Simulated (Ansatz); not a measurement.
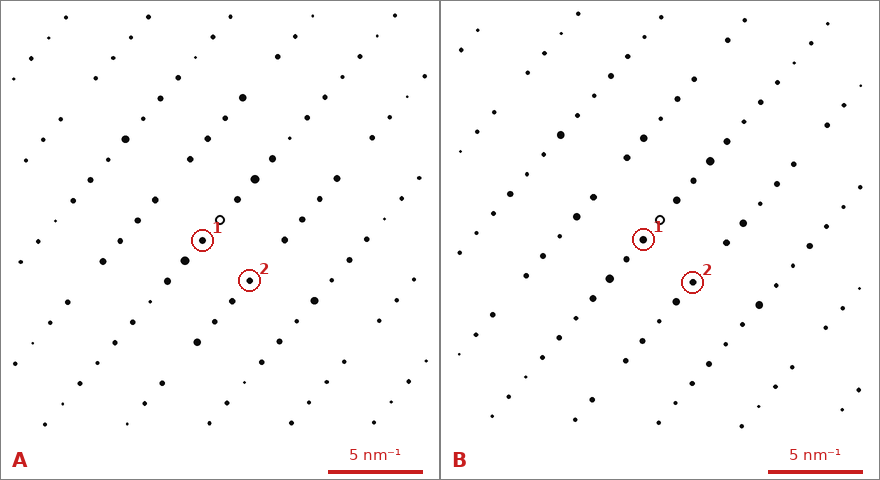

Kinematic electron diffraction patterns (300 kV, B = 0.5 Å², same scale) along [010] of the run's own cell, for the start and the end of one relaxation of TaCN with DFT, PAW plane waves, r2scan in Ansatz 0.2.0. k mesh 9×9×4. The start is a generated model structure, and the relaxation ends in the nearest stationary point of its symmetry, not necessarily the ground state. Spot 1 is 0 0 -1 and spot 2 is -1 0 -1 in both.

Start structure:

```
C Ta N
1.0
     2.87097    0.00000    0.00000
     0.00000    2.87097    0.00000
     0.00000    0.00000    7.26828
C Ta N
2 2 2
Direct
  0.00000 0.50000 0.90000
  0.50000 0.00000 0.10000
  0.00000 0.50000 0.33500
  0.50000 0.00000 0.66500
  0.00000 0.50000 0.61700
  0.50000 0.00000 0.38300
```

Which pattern belongs to the start structure, and which to the relaxed one?

B is the start: its cell gives d(1) = 7.268 Å, d(2) = 2.670 Å and an angle of 68.4°. A is the relaxed structure, with d(1) = 6.978 Å (-4.0 %), d(2) = 2.774 Å (+3.9 %) and 66.6°.

Name reflections whose intensity changes strongly on relaxation.

1 0 -5 fades out of sight; 1 0 6 comes into sight; 0 0 4 goes from 44 to 1.3 % of the strongest spot; 2 0 4 goes from 13 to 0.23 % of the strongest spot; 0 0 2 goes from 24 to 100 % of the strongest spot.

Summarise the relaxation behind the change.

The volume changed by +6.5 % to 10.63 Å³ an atom; with the mean shift removed, the atoms moved by up to 1.00 Å relative to the cell (Ta most); the space group stayed P4/nmm (No. 129); the free energy fell by 880 meV an atom. Relaxed cell: a = 3.023 Å, b = 3.023 Å, c = 6.978 Å, α = 90.00°, β = 90.00°, γ = 90.00°.
